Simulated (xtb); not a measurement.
Si$_{2}$N$_{2}$H$_{7}$: frequency calculation (part 2 of 2)

The same run, continued: Si$_{2}$N$_{2}$H$_{7}$, multiplicity 2, SMILES N[Si](N)[SiH3]; GFN2-xTB (xtb 6.7.1 later snapshot). The geometry was optimised with GFN2-xTB. The settings are looser than a standard set-up, so the numbers are not reference values.

Geometry of the input (Å):
```
N  -0.7856  1.4592  0.7161
Si -0.3416  -0.2156  0.5885
N  1.2477  -0.1687  1.2896
Si -0.2497  -0.8790  -1.6028
H  -0.4431  2.0298  1.4711
H  -1.7102  1.7492  0.4482
H  1.4692  0.4805  2.0261
H  1.7589  -1.0257  1.4128
H  -1.6393  -0.8495  -2.0804
H  0.1597  -2.2901  -1.5689
H  0.5340  -0.2901  -2.7004
```

## What the program printed, continued
```
 ---------------------------------------------------------------------------
     #   Z sym  total        # sym  WBO       # sym  WBO       # sym  WBO
 ---------------------------------------------------------------------------
     1   7      3.187 --     2      1.136     6      0.980     5      0.970
     2  14      3.325 --     1      1.136     3      1.135     4      0.968
     3   7      3.187 --     2      1.135     8      0.980     7      0.970
     4  14      3.764 --     2      0.968     9      0.895    10      0.895
                            11      0.895
     5   1      0.980 --     1      0.970
     6   1      0.983 --     1      0.980
     7   1      0.980 --     3      0.970
     8   1      0.983 --     3      0.980
     9   1      0.974 --     4      0.895
    10   1      0.974 --     4      0.895
    11   1      0.990 --     4      0.895
 ---------------------------------------------------------------------------

Topologies differ in total number of bonds
Writing topology from bond orders to xtbtopo.mol

molecular dipole:
                 x           y           z       tot (Debye)
Molecule has the following symmetry elements: (sigma)
It seems to be the Cs point group
 q only:       -0.147       0.076       0.731
   full:        0.076       0.386       0.831       2.338
molecular quadrupole (traceless):
                xx          xy          yy          xz          yz          zz
 q only:        1.011      -0.670      -0.255      -1.001      -1.952      -0.756
  q+dip:        0.808      -2.659      -0.645       0.145      -0.918      -0.163
   full:        1.051      -3.482      -0.013       1.576       0.095      -1.038

           -------------------------------------------------
          |               Frequency Printout                |
           -------------------------------------------------
 projected vibrational frequencies (cm⁻¹)
eigval :       -0.00    -0.00    -0.00     0.00     0.00     0.00
eigval :       32.31    83.15   139.88   160.91   195.73   252.95
eigval :      376.74   398.61   450.93   454.36   483.07   728.12
eigval :      766.30   794.21   810.98   856.18   868.29   883.60
eigval :     1518.26  1533.26  2154.37  2190.58  2194.78  3481.72
eigval :     3483.66  3530.93  3534.58
 reduced masses (amu)
    1:      4.39    2:      6.54    3:      4.43    4:      6.21    5:      5.18    6:      6.39
    7:      1.26    8:      1.07    9:      2.29   10:      3.39   11:      1.13   12:      3.20
   13:      1.25   14:      1.23   15:      1.40   16:      1.16   17:      4.30   18:      1.18
   19:      1.45   20:      1.07   21:      1.07   22:      1.30   23:      3.27   24:      2.51
   25:      1.12   26:      1.11   27:      1.05   28:      1.05   29:      1.02   30:      1.05
   31:      1.05   32:      1.09   33:      1.09
 IR intensities (km·mol⁻¹)
    1:      0.23    2:      0.11    3:      0.51    4:      0.55    5:      0.66    6:      0.21
    7:      1.91    8:      0.72    9:      2.10   10:      0.20   11:     25.12   12:     13.70
   13:     16.63   14:     52.68   15:    160.29   16:     43.26   17:     45.28   18:      0.22
   19:     26.87   20:    423.30   21:    514.78   22:      8.74   23:    140.77   24:    270.59
   25:     52.92   26:     33.25   27:    426.45   28:    505.03   29:    140.10   30:      0.71
   31:      2.82   32:      0.81   33:      4.18
 Raman intensities (Ä⁴*amu⁻¹)
    1:      0.00    2:      0.00    3:      0.00    4:      0.00    5:      0.00    6:      0.00
    7:      0.00    8:      0.00    9:      0.00   10:      0.00   11:      0.00   12:      0.00
   13:      0.00   14:      0.00   15:      0.00   16:      0.00   17:      0.00   18:      0.00
   19:      0.00   20:      0.00   21:      0.00   22:      0.00   23:      0.00   24:      0.00
   25:      0.00   26:      0.00   27:      0.00   28:      0.00   29:      0.00   30:      0.00
   31:      0.00   32:      0.00   33:      0.00
 output can be read by thermo (or use thermo option).
 writing <g98.out> molden fake output.
 recommended (thermochemical) frequency scaling factor: 1.0
           -------------------------------------------------
          |             Thermodynamic Functions             |
           -------------------------------------------------

cs  symmetry found (for desy threshold:  0.10E+00) used in thermo

          ...................................................
          :                      SETUP                      :
          :.................................................:
          :  # frequencies                          27      :
          :  # imaginary freq.                       0      :
          :  linear?                             false      :
          :  only rotor calc.                    false      :
          :  symmetry                               cs      :
          :  rotational number                       1      :
          :  scaling factor                  1.0000000      :
          :  rotor cutoff                   50.0000000 cm⁻¹ :
          :  imag. cutoff                  -20.0000000 cm⁻¹ :
          :.................................................:

    mode    ω/cm⁻¹     T·S(HO)/kcal·mol⁻¹    T·S(FR)/kcal·mol⁻¹   T·S(vib)
   ------------------------------------------------------------------------
       1     32.31    -1.69421 ( 14.84%)    -1.18499 ( 85.16%)    -1.26058
       2     83.15    -1.13748 ( 88.44%)    -0.90552 ( 11.56%)    -1.11066
       3    139.88    -0.83647 ( 98.39%)    -0.75157 (  1.61%)    -0.83510
       4    160.91    -0.75703 ( 99.08%)    -0.71011 (  0.92%)    -0.75660
       5    195.73    -0.64785 ( 99.58%)    -0.65212 (  0.42%)    -0.64787
       6    252.95    -0.50981 ( 99.85%)    -0.57617 (  0.15%)    -0.50991
   ------------------------------------------------------------------------

   temp. (K)  partition function   enthalpy   heat capacity  entropy
                                   cal/mol     cal/K/mol   cal/K/mol   J/K/mol
 298.15  VIB   417.                 3712.575     21.921     22.891
         ROT  0.139E+06              888.727      2.981     26.515
         INT  0.580E+08             4601.302     24.902     49.407
         TR   0.267E+26             1481.212      4.968     39.445
         TOT                        6082.5148    29.8703    88.8513   371.7537

       T/K    H(0)-H(T)+PV         H(T)/Eh          T*S/Eh         G(T)/Eh
   ------------------------------------------------------------------------
    298.15    0.969310E-02    0.834111E-01    0.422161E-01    0.411950E-01
   ------------------------------------------------------------------------

         :::::::::::::::::::::::::::::::::::::::::::::::::::::
         ::                  THERMODYNAMIC                  ::
         :::::::::::::::::::::::::::::::::::::::::::::::::::::
         :: total free energy         -12.794890677176 Eh   ::
         ::.................................................::
         :: total energy              -12.836085653767 Eh   ::
         :: zero point energy           0.073717970596 Eh   ::
         :: G(RRHO) w/o ZPVE           -0.032522994005 Eh   ::
         :: G(RRHO) contrib.            0.041194976591 Eh   ::
         :::::::::::::::::::::::::::::::::::::::::::::::::::::

           -------------------------------------------------
          | TOTAL ENERGY              -12.836085653767 Eh   |
          | TOTAL ENTHALPY            -12.752674578803 Eh   |
          | TOTAL FREE ENERGY         -12.794890677176 Eh   |
          | GRADIENT NORM               0.000039658396 Eh/α |
          | HOMO-LUMO GAP               2.564702844374 eV   |
           -------------------------------------------------

------------------------------------------------------------------------
------------------------------------------------------------------------
 total:
 *  cpu-time:     0 d,  0 h,  0 min,  0.335 sec
 * ratio c/w:     0.999 speedup
 SCF:
 *  cpu-time:     0 d,  0 h,  0 min,  0.006 sec
 * ratio c/w:     0.981 speedup
 analytical hessian:
 *  cpu-time:     0 d,  0 h,  0 min,  0.321 sec
 * ratio c/w:     1.000 speedup
```

## File vibspectrum
```
$vibrational spectrum
#  mode     symmetry     wave number   IR intensity    selection rules
#                         cm**(-1)      (km*mol⁻¹)        IR
     1                      -0.00         0.00000          -
     2                      -0.00         0.00000          -
     3                      -0.00         0.00000          -
     4                       0.00         0.00000          -
     5                       0.00         0.00000          -
     6                       0.00         0.00000          -
     7        a             32.31         1.90940         YES
     8        a             83.15         0.72242         YES
     9        a            139.88         2.10213         YES
    10        a            160.91         0.19917         YES
    11        a            195.73        25.12282         YES
    12        a            252.95        13.70104         YES
    13        a            376.74        16.63263         YES
    14        a            398.61        52.68351         YES
    15        a            450.93       160.29388         YES
    16        a            454.36        43.26061         YES
    17        a            483.07        45.27578         YES
    18        a            728.12         0.22299         YES
    19        a            766.30        26.87013         YES
    20        a            794.21       423.29842         YES
    21        a            810.98       514.77622         YES
    22        a            856.18         8.73545         YES
    23        a            868.29       140.77464         YES
    24        a            883.60       270.59469         YES
    25        a           1518.26        52.92175         YES
    26        a           1533.26        33.25223         YES
    27        a           2154.37       426.44799         YES
    28        a           2190.58       505.03299         YES
    29        a           2194.78       140.10086         YES
    30        a           3481.72         0.71320         YES
    31        a           3483.66         2.81911         YES
    32        a           3530.93         0.81026         YES
    33        a           3534.58         4.17752         YES
$end
```

## Standard error
```
normal termination of xtb
```

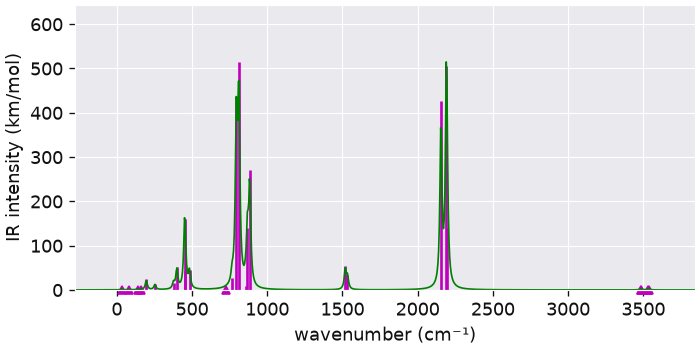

Harmonic infrared spectrum, unscaled: sticks (degenerate modes added up, dark ones marked on the axis) with a Lorentzian envelope of 16 cm⁻¹ full width, scaled to the tallest stick. 27 modes from 32 to 3535 cm⁻¹, none imaginary. The strongest line is at 811 cm⁻¹ (515 km/mol).

## Key numbers

| quantity | value |
| --- | --- |
| outcome | converged |
| electrons treated | 25 |
| total energy | −12.836086 hartree |
| dispersion energy | −0.007179 hartree |
| basis functions | 35 |
| zero-point energy | 0.073718 hartree |
| dipole moment | 2.34 D |
| wavenumbers, lowest and highest | 32 and 3535 cm⁻¹ |
| peak memory | 0.073 GiB |

## Remarks

Settings chosen away from the usual ones: method = gfn2-xtb; task = frequencies; x = {"hess_step": 0.05}; geo = {"prev": "A"}. These settings are looser than, or depart from, a standard set-up, so the numbers are not reference values for this system. The record of the run, not the program, notes: no spin polarisation: high-spin states lie too high.
